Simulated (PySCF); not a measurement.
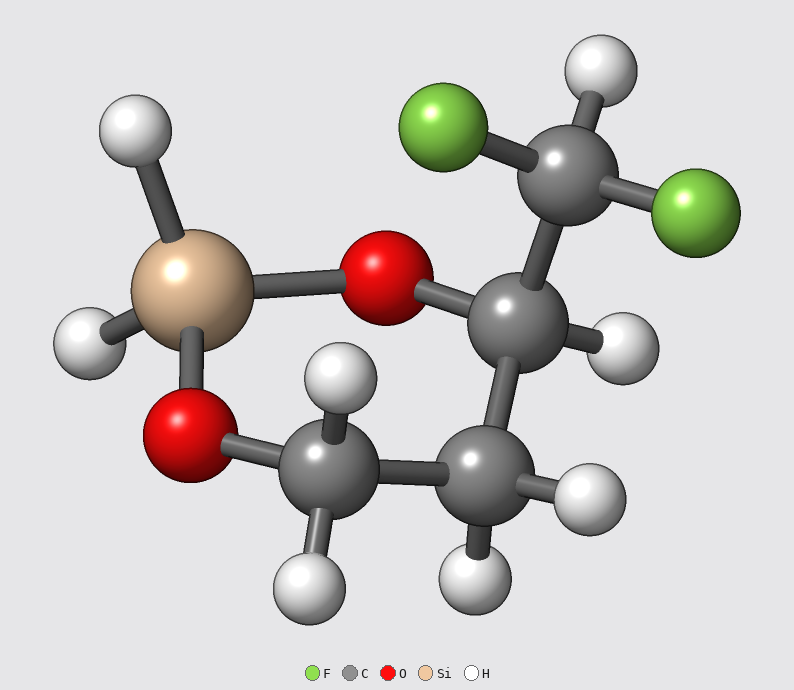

Source: calculation with PySCF.

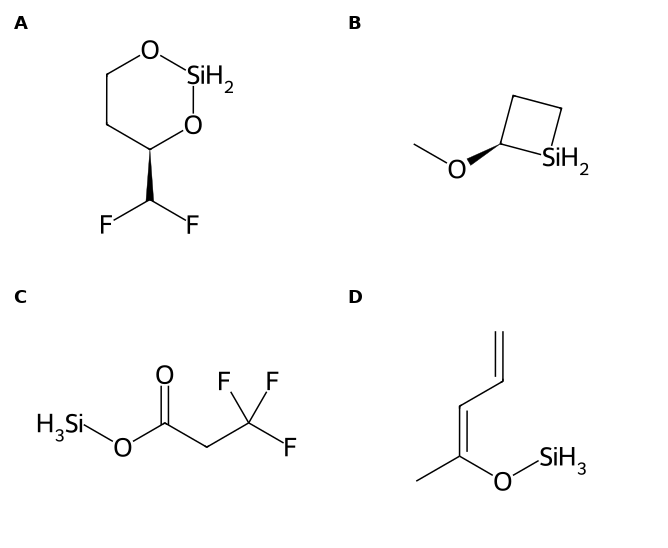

Question: The first picture shows one of the molecules drawn in the second. Which?

Answer: A, `FC(F)[C@H]1CCO[SiH2]O1`.
